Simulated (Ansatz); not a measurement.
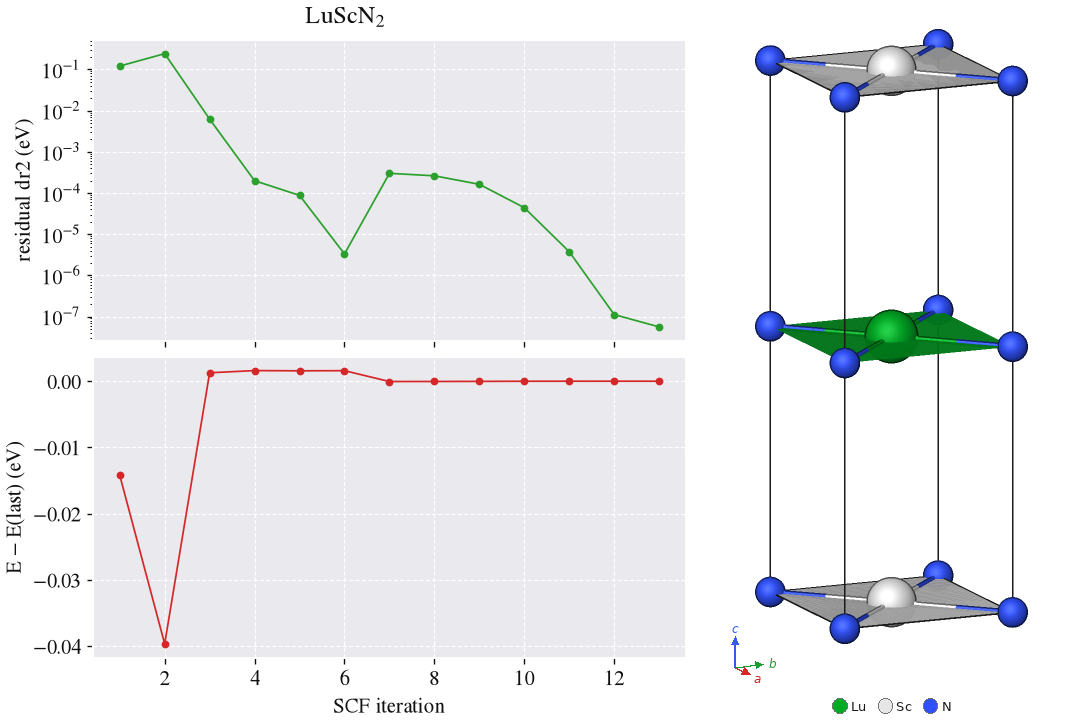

Beside the plot: the structure in its conventional cell.

The plot shows the SCF iterations of a calculation: density residual dr2, Harris–Foulkes energy less its last value. The starting density is a sum of atomic densities corrected by a trained network.

LuScN$_{2}$ (4 atoms in the cell), run with Ansatz.

```
crystal:
  lattice:
    - [3.1190569774, 0.0, 0.0]
    - [0.0, 3.1190569774, 0.0]
    - [0.0, 0.0, 9.2539664258]
  atoms:
    - { symbol: Lu, position: [0.5, 0.5, 0.5] }
    - { symbol: Sc, position: [0.5, 0.5, 0.0] }
    - { symbol: "N", position: [0.0, 0.0, 0.0] }
    - { symbol: "N", position: [0.0, 0.0, 0.5] }
basis:
  ecutwfc: 420
  ecutrho_ratio: 1
kpoints:
  mp_grid: { grid: [14, 14, 6] }
hamiltonian:
  xc: pbe
scf:
  occupations: { method: gaussian, width: 0.1 }
  max_iter: 75
output:
  forces: true
  eigenvalues: true
  stress: true
```

Launched with:
```bash
ansatz run input.yaml --threads 1 --pin off --max-ram 2560MiB --backend cpu --events-out ev --progress --plain --runs-dir out
```

Was self-consistency reached?

Answer. It converged, after 13 iterations. The residual falls unevenly and jumps up by a factor of two or more twice on the way down, most sharply at step 7 (by a factor of about 90). From the first spectrum the program read the system as a metal and chose the LDOS preconditioner.

Is anything amiss with this input?

Answer. The input holds an odd setting (a density cutoff under four times that of the waves). The SCF closed; whether the result suffers can't be told from this run alone.
